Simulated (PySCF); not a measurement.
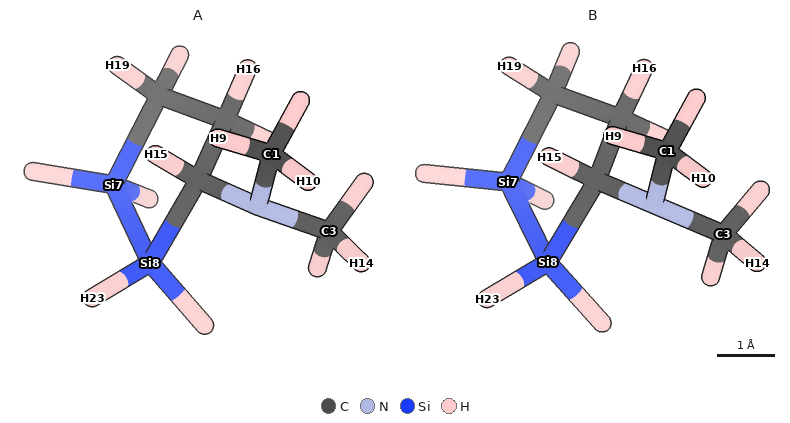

Two geometries of C₅H₁₅NSi₂, drawn at one scale. One is the start of a relaxation, the other its converged end. A stick model, seen from a free direction.

Method: PBE0-D3(BJ)/def2-SVP geometry optimisation, gas phase (PySCF 2.14.0, density-fitted response routines). 

### Which one is relaxed?

Structure B is the relaxed one. The start comes from GFN2-xTB. Its atoms were then displaced at random by about 0.01 Å. After 5 geometry steps the energy has fallen by 21.1 kJ/mol. An H atom moves most after the best rigid fit: 0.19 Å. Largest moves by element: H 0.19 Å, C 0.06 Å, Si 0.05 Å, N 0.04 Å. Near-neighbour distances that change, for instance: C–N 1.494 → 1.449 Å, H–Si 1.454 → 1.498 Å, Si–Si 2.311 → 2.340 Å, C–H 1.077 → 1.105 Å. Bond angles that change, for instance: Si–C–H 106.8° → 101.7°, Si–Si–H 116.7° → 113.3°, Si–Si–H 120.3° → 117.2°. Cost: 96 s on 1 thread of Intel(R) Xeon(R) 6975P-C (shared host).
